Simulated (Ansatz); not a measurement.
**A workflow on CH4INOSi (SMILES [H][Si]([H])([H])C#N.OI)**

Aim: a series of 26 runs (B3LYP-D3(BJ)-ATM/def2-TZVP, B3LYP/def2-TZVP, r2SCANh-D3(BJ)-ATM/def2-TZVP, B97M-V/def2-TZVP) of CH4INOSi and its partners. 

Program for the calculation: Ansatz 0.2.0.

## Step 1: The molecule

CH4INOSi has 9 atoms, charge 0, and is taken as a singlet. SMILES: `[H][Si]([H])([H])C#N.OI`. The coordinates come from a GFN2-xTB relaxation.

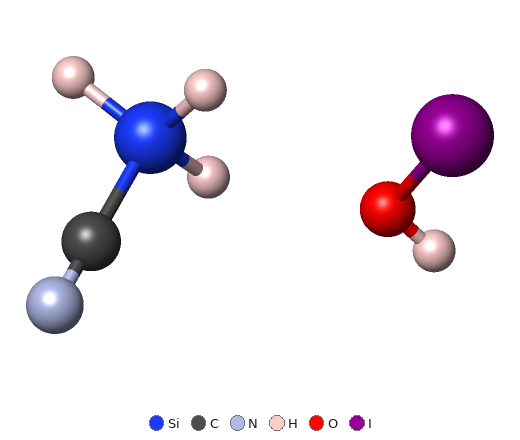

Viewed from a chosen angle; silicon blue, carbon dark grey, nitrogen light blue, hydrogen pink, oxygen red, iodine purple.

## Step 2: The energy at B3LYP-D3(BJ)-ATM/def2-TZVP (core potential) (run 1)

in.yaml

```yaml
crystal:
  periodic: [false, false, false]
  atoms:
    - {symbol: Si, position_ang: [0.189090, 1.254240, 0.136180]}
    - {symbol: C, position_ang: [0.322140, 1.224280, 1.999070]}
    - {symbol: "N", position_ang: [0.402460, 1.206150, 3.141820]}
    - {symbol: H, position_ang: [1.531270, 0.957480, -0.362310]}
    - {symbol: H, position_ang: [-0.240900, 2.608280, -0.214550]}
    - {symbol: H, position_ang: [-0.809690, 0.252100, -0.216210]}
    - {symbol: O, position_ang: [-0.930770, -2.139120, -1.256720]}
    - {symbol: I, position_ang: [0.882230, -2.358620, -1.977250]}
    - {symbol: H, position_ang: [-1.345830, -3.004790, -1.250050]}
basis:
  gaussian: {orbitals: def2-TZVP}
hamiltonian: {xc: {name: B3LYP}, dispersion: d3bjatm}
```

The run is started by

```console
$ ansatz run in.yaml --threads 1 --pin off --max-ram 2610MiB --events-out events.jsonl --progress --plain --runs-dir runs
```

Standard output:

```text
Warning: RAYON_NUM_THREADS=1 ignored (pool sized by the plan → 1); use --threads N
Functional definition: B3LYP
  name "B3LYP"
  parameter a0 = 0.2
  parameter ax = 0.72
  parameter ac = 0.81
  exchange = (1 - a0 - ax)*slater_x + ax*b88_x + a0*exact_x
  correlation = (1 - ac)*vwn_rpa_c + ac*lyp_c
1334 factors; their error is unknown
mean field evaluation 1: about -20612.4832 eV, gradient 7.0e1 eV
mean field evaluation 2: about -20581.8724 eV, gradient 1.4e2 eV
mean field evaluation 4: about -20621.3390 eV, gradient 8.0e0 eV
mean field evaluation 8: about -20621.4612 eV, gradient 2.3e-1 eV
mean field evaluation 16: about -20621.7162 eV, gradient 3.9e-4 eV
mean field -20621.71623731 eV, -757.8340938200 hartree, gradient 7.0e-5 eV, S^2 0.000000; 0 other end points of the search recorded, 0 dependent functions left out
reference -20621.71652774 eV, -757.8341044931 hartree; 32, 32 occupied and 172, 172 virtual orbitals, 1334 factors
Total energy: -20622.05056596 eV, -757.8463801710 hartree
```

Run time: 19 s. Hardware: 1 thread of Intel Xeon at 2.50GHz (Skylake/Cascade Lake), shared host; peak memory 0.36 GiB.

## Step 3: CH3NSi: the energy at B3LYP-D3(BJ)-ATM/def2-TZVP (run 2)

molecule.yaml

```yaml
basis:
  gaussian:
    orbitals: def2-TZVP
crystal:
  periodic: [false, false, false]
  atoms:
    - {symbol: Si, position_ang: [0.189090, 1.254240, 0.136180]}
    - {symbol: C, position_ang: [0.322140, 1.224280, 1.999070]}
    - {symbol: N, position_ang: [0.402460, 1.206150, 3.141820]}
    - {symbol: H, position_ang: [1.531270, 0.957480, -0.362310]}
    - {symbol: H, position_ang: [-0.240900, 2.608280, -0.214550]}
    - {symbol: H, position_ang: [-0.809690, 0.252100, -0.216210]}
hamiltonian:
  xc: {name: B3LYP}
  dispersion: d3bjatm
```

The run is started by

```console
$ ansatz run molecule.yaml --threads 1 --pin off --max-ram 2610MiB --events-out events.jsonl --progress --plain --runs-dir runs
```

Standard output, shortened:

```text
Warning: RAYON_NUM_THREADS=1 ignored (pool sized by the plan → 1); use --threads N
[... 7 set-up lines as earlier in the session ...]
728 factors; their error is unknown
mean field evaluation 1: about -10450.4744 eV, gradient 4.5e1 eV
mean field evaluation 2: about -10441.8624 eV, gradient 7.3e1 eV
mean field evaluation 4: about -10454.6901 eV, gradient 4.0e0 eV
mean field evaluation 8: about -10454.7292 eV, gradient 3.2e-2 eV
mean field -10454.76135396 eV, -384.2053932661 hartree, gradient 7.7e-5 eV, S^2 0.000000; 0 other end points of the search recorded, 0 dependent functions left out
reference -10454.76158562 eV, -384.2054017798 hartree; 15, 15 occupied and 102, 102 virtual orbitals, 728 factors
Total energy: -10454.94102373 eV, -384.2119960084 hartree
```

Wall time 5.4 s (1 thread of Intel Xeon at 2.50GHz (Skylake/Cascade Lake), shared host); peak memory 0.17 GiB.

Runs 3 to 14 aren't shown in full; the table further down has their settings and results.

## Step 4: CH3NSi among ghost functions: the energy at B3LYP/def2-TZVP (with ghost functions) (run 15)

input.yaml

```yaml
crystal:
  periodic: [false, false, false]
  atoms:
    - symbol: Si
      position_ang: [0.189090, 1.254240, 0.136180]
    - symbol: C
      position_ang: [0.322140, 1.224280, 1.999070]
    - symbol: N
      position_ang: [0.402460, 1.206150, 3.141820]
    - symbol: H
      position_ang: [1.531270, 0.957480, -0.362310]
    - symbol: H
      position_ang: [-0.240900, 2.608280, -0.214550]
    - symbol: H
      position_ang: [-0.809690, 0.252100, -0.216210]
basis:
  gaussian:
    orbitals: def2-TZVP
    ghost_atoms: [{symbol: O, position_ang: [-0.889640, -1.917830, -1.124460]}, {symbol: I, position_ang: [0.923350, -2.137330, -1.844990]}, {symbol: H, position_ang: [-1.304710, -2.783500, -1.117790]}]
hamiltonian:
  xc: {name: B3LYP}
```

The run is started by

```console
$ ansatz run input.yaml --threads 1 --pin off --max-ram 2610MiB --events-out events.jsonl --progress --plain --runs-dir runs
```

Standard output, shortened:

```text
Warning: RAYON_NUM_THREADS=1 ignored (pool sized by the plan → 1); use --threads N
[... 7 set-up lines as earlier in the session ...]
1211 factors; their error is unknown
mean field evaluation 1: about -10450.4755 eV, gradient 4.5e1 eV
mean field evaluation 2: about -10441.8504 eV, gradient 7.3e1 eV
mean field evaluation 4: about -10454.6916 eV, gradient 4.0e0 eV
mean field evaluation 8: about -10454.7299 eV, gradient 3.2e-2 eV
mean field -10454.76203042 eV, -384.2054181258 hartree, gradient 7.6e-5 eV, S^2 0.000000; 0 other end points of the search recorded, 0 dependent functions left out
reference -10454.76226423 eV, -384.2054267180 hartree; 15, 15 occupied and 189, 189 virtual orbitals, 1211 factors
Total energy: -10454.76226423 eV, -384.2054267180 hartree
```

Run time: 14 s. Hardware: 1 thread of Intel Xeon at 2.50GHz (Skylake/Cascade Lake), shared host; peak memory 0.31 GiB.

Runs 16 to 25 aren't shown in full; the table further down has their settings and results.

## Step 5: HOI among ghost functions: a single-point energy at B97M-V/def2-TZVP (core potential, with ghost functions) (run 26)

job.yaml

```yaml
crystal:
  periodic: [false, false, false]
  atoms:
    - {symbol: O, position_ang: [-0.930770, -2.139120, -1.256720]}
    - {symbol: I, position_ang: [0.882230, -2.358620, -1.977250]}
    - {symbol: H, position_ang: [-1.345830, -3.004790, -1.250050]}
basis:
  gaussian:
    orbitals: def2-TZVP
    ghost_atoms: [{symbol: Si, position_ang: [0.189090, 1.254240, 0.136180]}, {symbol: C, position_ang: [0.322140, 1.224280, 1.999070]}, {symbol: N, position_ang: [0.402460, 1.206150, 3.141820]}, {symbol: H, position_ang: [1.531270, 0.957480, -0.362310]}, {symbol: H, position_ang: [-0.240900, 2.608280, -0.214550]}, {symbol: H, position_ang: [-0.809690, 0.252100, -0.216210]}]
hamiltonian:
  xc: {name: B97M-V}
total_charge: 0
```

The run is started by

```console
$ ansatz run job.yaml --threads 1 --pin off --max-ram 2610MiB --events-out events.jsonl --progress --plain --runs-dir runs
```

Standard output, shortened:

```text
Warning: RAYON_NUM_THREADS=1 ignored (pool sized by the plan → 1); use --threads N
Functional definition: B97M-V
  name "B97M-V"
[...]
  gx(w, u) = cx00 + cx01*u + cx02*u^2 + (cx10 + cx11*u)*w
  gss(w, u) = css00 + css02*u^2 + css10*w + (css32*w^3 + css42*w^4)*u^2
  gos(w, u) = cos00 + cos01*u + cos03*u^3 + cos10*w + cos32*w^3*u^2
[...]
      + integral(e_c_pw_mod_opposite_spin*gos(b97_w_opposite, b97_u_opposite)) + vv10(b, c)
1214 factors; their error is unknown
[...]
mean field -10163.27481495 eV, -373.4934605343 hartree, gradient 4.2e-5 eV, S^2 0.000000; 0 other end points of the search recorded, 0 dependent functions left out
reference -10163.27486528 eV, -373.4934623839 hartree; 17, 17 occupied and 187, 187 virtual orbitals, 1214 factors
Total energy: -10163.27486528 eV, -373.4934623839 hartree
```

Run time: 25 s. Hardware: 1 thread of Intel Xeon at 2.50GHz (Skylake/Cascade Lake), shared host; peak memory 0.3 GiB.

## Step 6: All runs side by side

| run | level | contact | core potential | partner | energy (Eh) | wall time |
| --- | --- | --- | --- | --- | --- | --- |
| 1 | B3LYP-D3(BJ)-ATM/def2-TZVP (core potential) | – | def2-TZVP | base | -757.846380 | 19 s |
| 2 | B3LYP-D3(BJ)-ATM/def2-TZVP | base | none | fragment | -384.211996 | 5.4 s |
| 3 | B3LYP-D3(BJ)-ATM/def2-TZVP (with ghost functions) | base | none | fragment with ghosts | -384.212015 | 13 s |
| 4 | B3LYP-D3(BJ)-ATM/def2-TZVP (core potential) | base | def2-TZVP | fragment | -373.630825 | 4.2 s |
| 5 | B3LYP-D3(BJ)-ATM/def2-TZVP (core potential, with ghost functions) | base | def2-TZVP | fragment with ghosts | -373.631102 | 15 s |
| 6 | B3LYP-D3(BJ)-ATM/def2-TZVP (core potential) | – | def2-TZVP | contact x 0.9 | -757.845593 | 21 s |
| 7 | B3LYP-D3(BJ)-ATM/def2-TZVP (with ghost functions) | contact x 0.9 | none | fragment with ghosts | -384.212021 | 13 s |
| 8 | B3LYP-D3(BJ)-ATM/def2-TZVP (core potential, with ghost functions) | contact x 0.9 | def2-TZVP | fragment with ghosts | -373.631156 | 16 s |
| 9 | B3LYP/def2-TZVP (core potential) | – | def2-TZVP | base | -757.834104 | 17 s |
| 10 | B3LYP/def2-TZVP | base | none | fragment | -384.205402 | 5.8 s |
| 11 | B3LYP/def2-TZVP (with ghost functions) | base | none | fragment with ghosts | -384.205420 | 13 s |
| 12 | B3LYP/def2-TZVP (core potential) | base | def2-TZVP | fragment | -373.628495 | 4.2 s |
| 13 | B3LYP/def2-TZVP (core potential, with ghost functions) | base | def2-TZVP | fragment with ghosts | -373.628772 | 18 s |
| 14 | B3LYP/def2-TZVP (core potential) | – | def2-TZVP | contact x 0.9 | -757.832476 | 21 s |
| 15 | B3LYP/def2-TZVP (with ghost functions) | contact x 0.9 | none | fragment with ghosts | -384.205427 | 14 s |
| 16 | B3LYP/def2-TZVP (core potential, with ghost functions) | contact x 0.9 | def2-TZVP | fragment with ghosts | -373.628826 | 15 s |
| 17 | r2SCANh-D3(BJ)-ATM/def2-TZVP (core potential) | – | def2-TZVP | base | -757.681383 | 29 s |
| 18 | r2SCANh-D3(BJ)-ATM/def2-TZVP | base | none | fragment | -384.086712 | 8.8 s |
| 19 | r2SCANh-D3(BJ)-ATM/def2-TZVP (with ghost functions) | base | none | fragment with ghosts | -384.086731 | 18 s |
| 20 | r2SCANh-D3(BJ)-ATM/def2-TZVP (core potential) | base | def2-TZVP | fragment | -373.591941 | 5.5 s |
| 21 | r2SCANh-D3(BJ)-ATM/def2-TZVP (core potential, with ghost functions) | base | def2-TZVP | fragment with ghosts | -373.592171 | 21 s |
| 22 | B97M-V/def2-TZVP (core potential) | – | def2-TZVP | base | -757.588853 | 38 s |
| 23 | B97M-V/def2-TZVP | base | none | fragment | -384.092984 | 13 s |
| 24 | B97M-V/def2-TZVP (with ghost functions) | base | none | fragment with ghosts | -384.093004 | 28 s |
| 25 | B97M-V/def2-TZVP (core potential) | base | def2-TZVP | fragment | -373.493209 | 9.9 s |
| 26 | B97M-V/def2-TZVP (core potential, with ghost functions) | base | def2-TZVP | fragment with ghosts | -373.493462 | 25 s |

## Step 7: Summary of results

```
                                                                                                                                               quantity          value
                                                                                                        HOI among ghost functions, run 26: total energy  -373.49346 Eh
  interaction energy of the rigid parts CH3NSi and HOI (parts in the whole basis, counterpoise; closest atoms 2.61 Å apart), B3LYP-D3(BJ)-ATM/def2-TZVP      -0.089 eV
  interaction energy of the rigid parts CH3NSi and HOI (parts in the whole basis, counterpoise; closest atoms 2.35 Å apart), B3LYP-D3(BJ)-ATM/def2-TZVP      -0.066 eV
                           interaction energy of the rigid parts CH3NSi and HOI (parts in their own basis; closest atoms 2.61 Å apart), B3LYP/def2-TZVP      -0.006 eV
             interaction energy of the rigid parts CH3NSi and HOI (parts in the whole basis, counterpoise; closest atoms 2.35 Å apart), B3LYP/def2-TZVP       0.048 eV
interaction energy of the rigid parts CH3NSi and HOI (parts in the whole basis, counterpoise; closest atoms 2.61 Å apart), r2SCANh-D3(BJ)-ATM/def2-TZVP      -0.068 eV
                          interaction energy of the rigid parts CH3NSi and HOI (parts in their own basis; closest atoms 2.61 Å apart), B97M-V/def2-TZVP      -0.072 eV
                                                                                     energy change with the atoms displaced, B3LYP-D3(BJ)-ATM/def2-TZVP       0.021 eV
                                                                                                energy change with the atoms displaced, B3LYP/def2-TZVP       0.044 eV
```

What this shows: At B3LYP-D3(BJ)-ATM/def2-TZVP: the interaction energy of the rigid parts CH3NSi and HOI (parts in the whole basis, counterpoise; closest atoms 2.61 Å apart) is −0.09 eV (−2.0 kcal/mol): the parts attract. At B3LYP-D3(BJ)-ATM/def2-TZVP: the interaction energy of the rigid parts CH3NSi and HOI (parts in the whole basis, counterpoise; closest atoms 2.35 Å apart) is −0.07 eV (−6.3 kJ/mol): the parts attract. At B3LYP/def2-TZVP: the interaction energy of the rigid parts CH3NSi and HOI (parts in their own basis; closest atoms 2.61 Å apart) is −0.01 eV (−0.1 kcal/mol). Without counterpoise this holds the superposition error of the basis. At B3LYP/def2-TZVP: the interaction energy of the rigid parts CH3NSi and HOI (parts in the whole basis, counterpoise; closest atoms 2.35 Å apart) is 0.05 eV (4.7 kJ/mol): the parts repel at this shape. At r2SCANh-D3(BJ)-ATM/def2-TZVP: the interaction energy of the rigid parts CH3NSi and HOI (parts in the whole basis, counterpoise; closest atoms 2.61 Å apart) is −0.07 eV (−6.5 kJ/mol): the parts attract. At B97M-V/def2-TZVP: the interaction energy of the rigid parts CH3NSi and HOI (parts in their own basis; closest atoms 2.61 Å apart) is −0.07 eV (−1.7 kcal/mol): the parts attract. Totals of different functionals can't be ranked against each other. All runs together took 6.8 min, the longest 38 s.
